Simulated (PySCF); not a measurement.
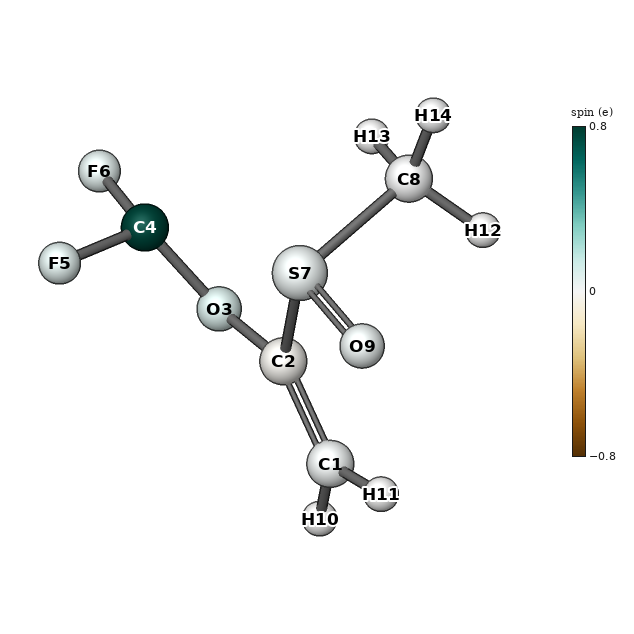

Atoms are coloured by their Mulliken spin populations. State: neutral, doublet. Computed geometry: GFN2-xTB optimisation. No frequency run is at hand to confirm it as a minimum. Method: UKS B3LYP, pcH-1 on C F H O S, non-relativistic (PySCF 2.14.0).

Which atom carries the largest spin population?

C4 (0.76 e).

Which atom has the lowest spin population?

C2 (−0.02 e); a negative value comes from spin polarisation.

List the Mulliken spin populations.

| atom | value (e) |
| --- | --- |
| C1 | 0.01 |
| C2 | −0.02 |
| O3 | 0.08 |
| C4 | 0.76 |
| F5 | 0.06 |
| F6 | 0.05 |
| S7 | 0.03 |
| C8 | 0.00 |
| O9 | 0.03 |
| H10 | 0.00 |
| H11 | 0.00 |
| H12 | 0.00 |
| H13 | 0.00 |
| H14 | 0.00 |

Mulliken values depend strongly on the basis set.
